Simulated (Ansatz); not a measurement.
Ga6N7H24 (charge +2): geometry relaxation (part 1 of 2)

System: Ga6N7H24 (Ga6N7 zinc blende off disc), charge +2, multiplicity 2.
Method: UKS PBE-D4/def2-SVP (Ansatz 0.2.0).

The geometry: PBE-D4/def2-SVP start. Figures and captions count atoms from 1; the log counts them from 0 in places.

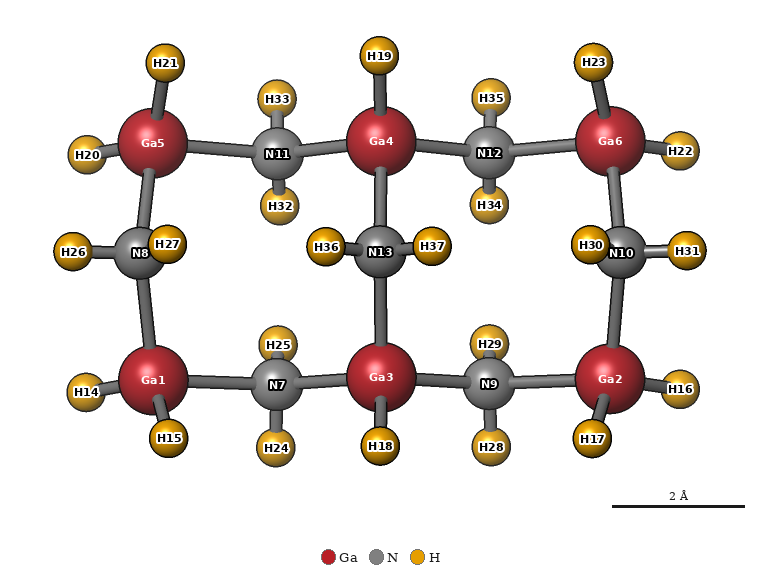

*The structure as given in the input (ball-and-stick view, seen at a tilt; atoms are numbered from 1 in the order of the input). Sticks mark near contacts.*

Bond lengths as drawn: Ga–H 1.56 to 1.58 Å, Ga–N 1.98 to 2.09 Å and H–N 1.03 to 1.04 Å.

### Key numbers

- outcome: converged
- total energy: −324972.9219 eV
- mean-field energy: −324971.4250 eV
- dispersion energy: −1.4969 eV
- ⟨S²⟩: 0.752
- HOMO (either spin): −12.84 eV
- LUMO (either spin): −12.86 eV
- largest force (length of the vector) at the end: 0.032 eV/Å
- hardware: 2 CPU threads, shared host
- wall time: 38 s (CPU time 60 s)
- peak memory: 0.93 GiB

### The input
```yaml
crystal:
  periodic: [false, false, false]
  atoms:
    - {symbol: Ga, position_ang: [-3.734277, 1.164670, 0.057298]}
    - {symbol: Ga, position_ang: [1.165075, -3.735387, 0.033798]}
    - {symbol: Ga, position_ang: [-1.278128, -1.278536, 0.239581]}
    - {symbol: Ga, position_ang: [1.272233, 1.273161, 0.253657]}
    - {symbol: Ga, position_ang: [-1.173524, 3.738650, 0.011701]}
    - {symbol: Ga, position_ang: [3.737916, -1.172345, 0.040194]}
    - {symbol: N, position_ang: [-2.388616, -0.106627, -0.906197]}
    - {symbol: N, position_ang: [-2.573218, 2.586452, 0.932969]}
    - {symbol: N, position_ang: [-0.108049, -2.381312, -0.915641]}
    - {symbol: N, position_ang: [2.577255, -2.582061, 0.935050]}
    - {symbol: N, position_ang: [0.115617, 2.381224, -0.910283]}
    - {symbol: N, position_ang: [2.389303, 0.113698, -0.898623]}
    - {symbol: N, position_ang: [-0.005428, -0.005034, 1.142832]}
    - {symbol: H, position_ang: [-4.497274, 1.882099, -1.114013]}
    - {symbol: H, position_ang: [-4.289553, 0.245945, 1.210137]}
    - {symbol: H, position_ang: [1.891920, -4.476905, -1.145605]}
    - {symbol: H, position_ang: [0.242942, -4.312518, 1.173068]}
    - {symbol: H, position_ang: [-2.112299, -2.119649, 1.254155]}
    - {symbol: H, position_ang: [2.098673, 2.107768, 1.280174]}
    - {symbol: H, position_ang: [-1.907367, 4.447862, -1.183393]}
    - {symbol: H, position_ang: [-0.258645, 4.348976, 1.139308]}
    - {symbol: H, position_ang: [4.471194, -1.896898, -1.145861]}
    - {symbol: H, position_ang: [4.324221, -0.259758, 1.182338]}
    - {symbol: H, position_ang: [-3.042774, -0.723996, -1.416178]}
    - {symbol: H, position_ang: [-1.889609, 0.387300, -1.659295]}
    - {symbol: H, position_ang: [-3.287360, 3.300959, 1.163784]}
    - {symbol: H, position_ang: [-2.254668, 2.287171, 1.867510]}
    - {symbol: H, position_ang: [-0.726740, -3.031873, -1.428634]}
    - {symbol: H, position_ang: [0.383519, -1.876759, -1.666592]}
    - {symbol: H, position_ang: [2.267848, -2.273658, 1.869700]}
    - {symbol: H, position_ang: [3.289816, -3.298165, 1.165819]}
    - {symbol: H, position_ang: [-0.363230, 1.877018, -1.669747]}
    - {symbol: H, position_ang: [0.742820, 3.031751, -1.413016]}
    - {symbol: H, position_ang: [1.891521, -0.368403, -1.660265]}
    - {symbol: H, position_ang: [3.043746, 0.739156, -1.398432]}
    - {symbol: H, position_ang: [-0.577079, 0.561789, 1.789314]}
    - {symbol: H, position_ang: [0.562218, -0.575775, 1.789396]}
basis:
  gaussian: {orbitals: def2-SVP, fitting: {mean_field: def2-universal-jkfit}}
total_charge: 2
magnetization: {spin_polarized: true, initial_magnetization: 1}
hamiltonian: {xc: pbe, dispersion: d4}
scf: {lower_state_search: "off"}
output: {orbitals: {seedname: orbitals}}
relax: {f_tol: 0.03, max_steps: 70}
```

Launch command:
```bash
ansatz run in.yaml --threads 2 --pin off --events-out ev --progress --plain --max-ram 20480MiB --backend cuda --devices 0, --max-vram 18GiB
```

### Output
```
Functional definition: PBE
  name "PBE"
  cite "Perdew, Burke & Ernzerhof, Phys. Rev. Lett. 77, 3865 (1996) doi:10.1103/PhysRevLett.77.3865"
  parent pbe
  parameter kappa = 0.804
  parameter beta = 0.06672455060314922
  exchange = pbe_x(kappa = kappa, mu = beta*pi^2/3)
  correlation = pbe_c(beta = beta)
these checks for a lower state are left out or cut short: stability, starts, cluster_reference, orbital_swaps, neighbouring_geometries, increment
2567 factors; integrals over basis functions are off by at most 3.5e-1 eV
mean field evaluation 1: about -324897.0490 eV, gradient 1.4e2 eV
mean field evaluation 2: about -324623.7510 eV, gradient 2.6e2 eV
mean field evaluation 4: about -324965.2684 eV, gradient 3.1e1 eV
mean field evaluation 8: about -324968.5489 eV, gradient 1.1e1 eV
mean field evaluation 16: about -324971.2231 eV, gradient 3.7e-1 eV
mean field -324971.22926211 eV, -11942.4724019719 hartree, gradient 1.8e-6 eV, S^2 0.752334; 0 other end points of the search recorded, 0 dependent functions left out
the calculation of the forces begins
reference -324971.22934836 eV, -11942.4724051417 hartree; 129, 128 occupied and 281, 282 virtual orbitals, 2567 factors
relax step   1: F+E_penalty+E_count = -324972.73764642 eV  Δ(F+E_penalty+E_count) = +0.000e0 eV  max|allowed force component| = 5.558e-1 eV/Å  Δτ_max = 0.0000 Å  (63 SCF iters, accepted)
these checks for a lower state are left out or cut short: stability, starts, cluster_reference, orbital_swaps, neighbouring_geometries, increment
2567 factors; integrals over basis functions are off by at most 3.6e-1 eV
mean field evaluation 32: about -324971.3569 eV, gradient 2.4e-6 eV
mean field -324971.35685865 eV, -11942.4770910581 hartree, gradient 2.4e-6 eV, S^2 0.752564; 0 other end points of the search recorded, 0 dependent functions left out
[... from here on the field's lines of each further geometry are left out, up to the last ...]
relax step   2: F+E_penalty+E_count = -324972.85724655 eV  Δ(F+E_penalty+E_count) = -1.196e-1 eV  max|allowed force component| = 2.027e-1 eV/Å  Δτ_max = 0.0855 Å  (28 SCF iters, accepted)
relax step   3: F+E_penalty+E_count = -324972.87617516 eV  Δ(F+E_penalty+E_count) = -1.893e-2 eV  max|allowed force component| = 7.113e-2 eV/Å  Δτ_max = 0.0664 Å  (23 SCF iters, accepted)
relax step   4: F+E_penalty+E_count = -324972.88355704 eV  Δ(F+E_penalty+E_count) = -7.382e-3 eV  max|allowed force component| = 7.426e-2 eV/Å  Δτ_max = 0.0586 Å  (23 SCF iters, accepted)
relax step   5: F+E_penalty+E_count = -324972.81331889 eV  Δ(F+E_penalty+E_count) = +7.024e-2 eV  max|allowed force component| = 1.127e0 eV/Å  Δτ_max = 0.1016 Å  (24 SCF iters, rejected (line search))
relax step   6: F+E_penalty+E_count = -324972.88975766 eV  Δ(F+E_penalty+E_count) = -6.201e-3 eV  max|allowed force component| = 2.934e-2 eV/Å  Δτ_max = 0.0508 Å  (23 SCF iters, accepted)
relax step   7: F+E_penalty+E_count = -324972.89978556 eV  Δ(F+E_penalty+E_count) = -1.003e-2 eV  max|allowed force component| = 3.342e-2 eV/Å  Δτ_max = 0.0959 Å  (23 SCF iters, accepted)
relax step   8: F+E_penalty+E_count = -324972.90878445 eV  Δ(F+E_penalty+E_count) = -8.999e-3 eV  max|allowed force component| = 6.515e-2 eV/Å  Δτ_max = 0.1463 Å  (23 SCF iters, accepted)
relax step   9: F+E_penalty+E_count = -324972.90994139 eV  Δ(F+E_penalty+E_count) = -1.157e-3 eV  max|allowed force component| = 1.343e-1 eV/Å  Δτ_max = 0.1708 Å  (22 SCF iters, accepted)
relax step  10: F+E_penalty+E_count = -324972.91717870 eV  Δ(F+E_penalty+E_count) = -7.237e-3 eV  max|allowed force component| = 4.627e-2 eV/Å  Δτ_max = 0.0440 Å  (23 SCF iters, accepted)
relax step  11: F+E_penalty+E_count = -324972.91912897 eV  Δ(F+E_penalty+E_count) = -1.950e-3 eV  max|allowed force component| = 2.617e-2 eV/Å  Δτ_max = 0.0287 Å  (23 SCF iters, accepted)
the calculation of the forces begins
reference -324971.42245520 eV, -11942.4795016871 hartree; 129, 128 occupied and 281, 282 virtual orbitals, 2567 factors
relax step  12: F+E_penalty+E_count = -324972.92087386 eV  Δ(F+E_penalty+E_count) = -1.745e-3 eV  max|allowed force component| = 1.275e-2 eV/Å  Δτ_max = 0.0553 Å  (23 SCF iters, accepted)
these checks for a lower state are left out or cut short: stability, starts, cluster_reference, orbital_swaps, neighbouring_geometries, increment
2567 factors; integrals over basis functions are off by at most 3.6e-1 eV
mean field -324971.42491648 eV, -11942.4795921373 hartree, gradient 2.1e-6 eV, S^2 0.752495; 0 other end points of the search recorded, 0 dependent functions left out
the calculation of the forces begins
reference -324971.42500250 eV, -11942.4795952985 hartree; 129, 128 occupied and 281, 282 virtual orbitals, 2567 factors
relax step  13: F+E_penalty+E_count = -324972.92181158 eV  Δ(F+E_penalty+E_count) = -9.377e-4 eV  max|allowed force component| = 2.541e-2 eV/Å  Δτ_max = 0.0926 Å  (23 SCF iters, accepted)
```

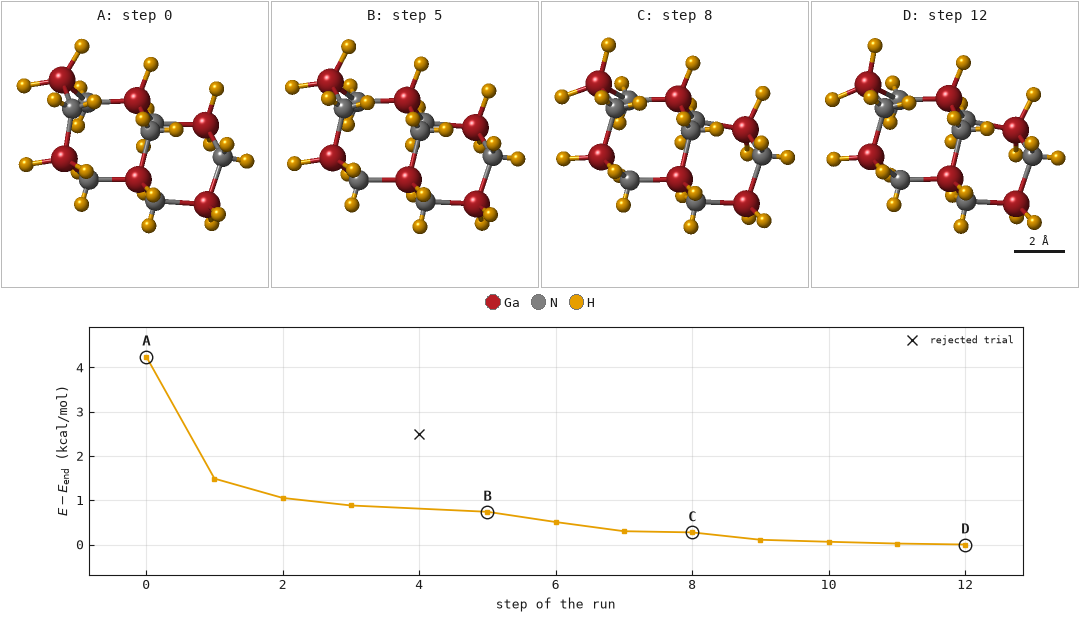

*Frames of the relaxation (ball-and-stick view, seen at a tilt) above the curves, on which the letters mark them (the first geometry is step 0 here and step 1 in the log).*

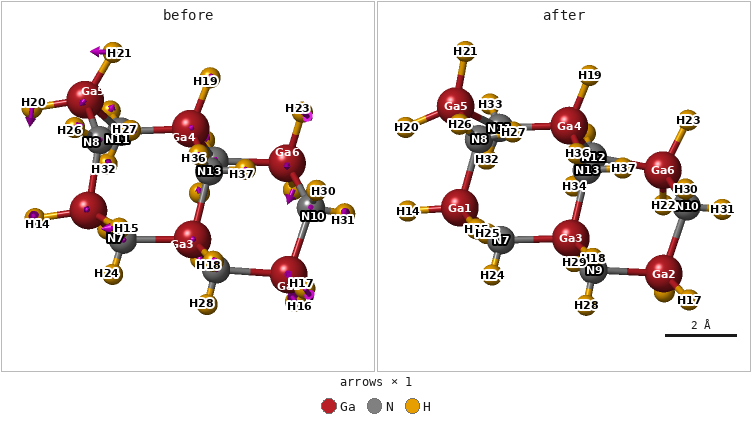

*Before (left) and after (right) the relaxation, at one scale (ball-and-stick view, seen at a tilt). The pink arrows give the displacements, at true length.*

After 12 geometry steps the energy has fallen by 4.25 kcal/mol. Largest force component: 0.56 eV/Å at the start, 0.025 eV/Å at the end. The line search rejected the trial step at point 4 (counted from 0) and went back. The largest move after the best rigid fit is that of H21, 0.68 Å. Largest moves by element: H 0.68 Å, Ga 0.25 Å, N 0.14 Å. Distances before and after: Ga1–H15 1.575 → 1.594 Å, Ga1–N7 2.087 → 2.071 Å, Ga5–H20 1.572 → 1.585 Å, Ga3–N7 1.980 → 1.992 Å. Among the angles that change: Ga1–N8–Ga5 126.4° → 112.2°, Ga4–N12–Ga6 117.6° → 124.1°, H14–Ga1–H15 129.8° → 123.5°. (Atoms are counted from 1 in the order of the input.)

```
Total energy: -324972.92189760 eV, -11942.5346051788 hartree
Atom 0 at    -3.703497     1.307809    -0.057153 Å, force    -0.011533    -0.010328     0.002769 eV/Å
Atom 1 at     1.310739    -3.694415    -0.126220 Å, force    -0.010282    -0.019746    -0.000057 eV/Å
Atom 2 at    -1.296344    -1.296102     0.361539 Å, force     0.001171     0.001660     0.003750 eV/Å
Atom 3 at     1.297824     1.298339     0.387336 Å, force    -0.002585    -0.003063     0.003641 eV/Å
Atom 4 at    -1.334889     3.684737    -0.164337 Å, force     0.008002     0.025411    -0.004010 eV/Å
Atom 5 at     3.696059    -1.330894    -0.090838 Å, force     0.017996     0.008978     0.000397 eV/Å
Atom 6 at    -2.435248    -0.149123    -0.803234 Å, force    -0.005795    -0.002829    -0.004582 eV/Å
Atom 7 at    -2.519118     2.547276     1.016195 Å, force     0.008815    -0.004384     0.022004 eV/Å
Atom 8 at    -0.159082    -2.416086    -0.830978 Å, force    -0.002612    -0.005178    -0.005452 eV/Å
Atom 9 at     2.519740    -2.545550     1.018255 Å, force    -0.008724     0.004748     0.022648 eV/Å
Atom 10 at     0.180469     2.429153    -0.814783 Å, force     0.002051     0.008335    -0.008326 eV/Å
Atom 11 at     2.448270     0.169885    -0.785372 Å, force     0.008042     0.002654    -0.005798 eV/Å
Atom 12 at    -0.003642    -0.002852     1.219667 Å, force     0.000562     0.000299    -0.006459 eV/Å
Atom 13 at    -4.224868     2.109148    -1.318606 Å, force    -0.002981     0.000977    -0.001914 eV/Å
Atom 14 at    -4.666375     0.553275     0.965480 Å, force     0.008231     0.003233    -0.005451 eV/Å
Atom 15 at     2.137546    -4.138458    -1.401933 Å, force    -0.003169     0.001625     0.004191 eV/Å
Atom 16 at     0.559765    -4.717306     0.839706 Å, force     0.008244     0.014676    -0.013590 eV/Å
Atom 17 at    -2.093955    -2.111680     1.422726 Å, force    -0.001608    -0.001973    -0.000561 eV/Å
Atom 18 at     2.083254     2.102399     1.466291 Å, force     0.001851     0.002124    -0.000205 eV/Å
Atom 19 at    -2.168989     4.042523    -1.464045 Å, force     0.008336    -0.004247     0.010711 eV/Å
Atom 20 at    -0.625981     4.771994     0.761589 Å, force    -0.011523    -0.021639    -0.020254 eV/Å
Atom 21 at     4.136421    -2.141419    -1.378613 Å, force    -0.000242     0.002677     0.001852 eV/Å
Atom 22 at     4.722720    -0.615289     0.896232 Å, force    -0.012721    -0.005571    -0.011000 eV/Å
Atom 23 at    -3.124837    -0.792411    -1.232904 Å, force     0.003333     0.002430     0.001582 eV/Å
```
